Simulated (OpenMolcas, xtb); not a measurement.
# AlGeH4F (SMILES [F][AlH][GeH3]): the vertical energy of the triplet above the singlet, rung by rung

AlGeH4F has 7 atoms, charge 0, and is taken as a singlet. SMILES: `[F][AlH][GeH3]`. The shape is that of a PBE0-D4/def2-TZVP optimisation.

```xyz
7

F    -2.0020   -1.4878    0.7165
Al   -0.4915   -1.3271    0.0666
Ge    0.4282    0.9603   -0.0651
H     0.2040   -2.6599   -0.4226
H     0.0957    1.5992   -1.4280
H    -0.1364    1.8870    1.0248
H     1.9633    0.9602    0.0623
```

Quantity: the vertical energy of the triplet above the singlet, in eV. The values are calculated.

| level | kind | program | value (eV) |
| --- | --- | --- | --- |
| GFN0-xTB | semi-empirical | xtb | 4.54 |
| HF/def2-SVPD | Hartree–Fock | OpenMolcas | 4.20 |
| SVWN5/def2-SVPD | LDA | OpenMolcas | 4.04 |
| revPBE/def2-SVPD | GGA | OpenMolcas | 3.95 |
| M06-L/def2-SVPD | meta-GGA | OpenMolcas | 4.21 |
| M06-2X/def2-SVPD | hybrid meta-GGA | OpenMolcas | 4.23 |

All-electron rows without a relativistic Hamiltonian named are non-relativistic. The values span 3.95 to 4.54 eV. GFN0-xTB: no spin polarisation, so open shells miss the exchange term that lowers them.

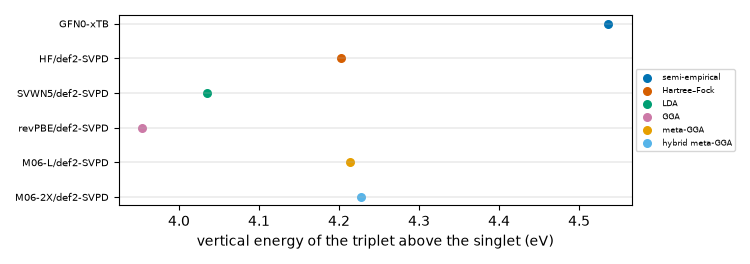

The values of the table, level by level.
